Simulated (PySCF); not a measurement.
System: C4H8N (SMILES C[CH]/N=C/C) (doublet).

```tsv
atom	x (Å)	y (Å)	z (Å)
C	-2.3736	0.3857	0.6511
C	-1.1766	-0.3045	0.1212
N	0.0176	0.1631	0.3674
C	1.0995	-0.4133	-0.0827
C	2.4310	0.1550	0.2236
H	-2.9494	-0.2863	1.2904
H	-2.0740	1.2601	1.2214
H	-3.0298	0.6920	-0.1659
H	-1.3300	-1.2094	-0.4780
H	1.0579	-1.3222	-0.6935
H	2.9604	0.4057	-0.6977
H	3.0440	-0.5735	0.7579
H	2.3187	1.0480	0.8313
```

Geometry: GFN2-xTB.

Method: UKS B3LYP, pcH-1 on C H N, non-relativistic, mean-field spin-orbit, GIAO (PySCF 2.14.0, density-fitted response routines).

What can the converged electron density, electron localisation function and spin density tell about the bonding?

Answer. C–N (1.31 Å): ρ at the midpoint is about 2.1 e/Å³; the ELF peaks at about 0.90 between the atoms, as expected for localised, covalent bonding.
C–C (1.48 Å): the density is about 1.5 e/Å³ at the midpoint; the ELF peaks at about 0.95 between the atoms; localised, covalent bonding.
C–H (1.09 Å): ρ is about 1.6 e/Å³ halfway; the ELF is about 1 at the midpoint: an ordinary covalent bond to hydrogen.
The unpaired spin (1 electron) lies mostly on C2 (about 0.4) and C4 (about 0.4), in electrons by Hirshfeld's partition, with opposite, polarisation-induced spin on N3.

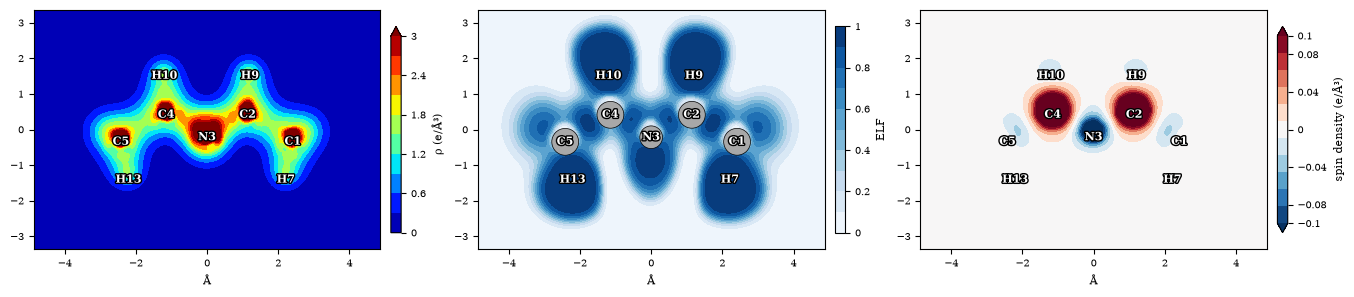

Computed electron density, electron localisation function and spin density on the plane of atoms C2, C1 and H7, in this order. Grey discs cover the atomic cores in the ELF map. 
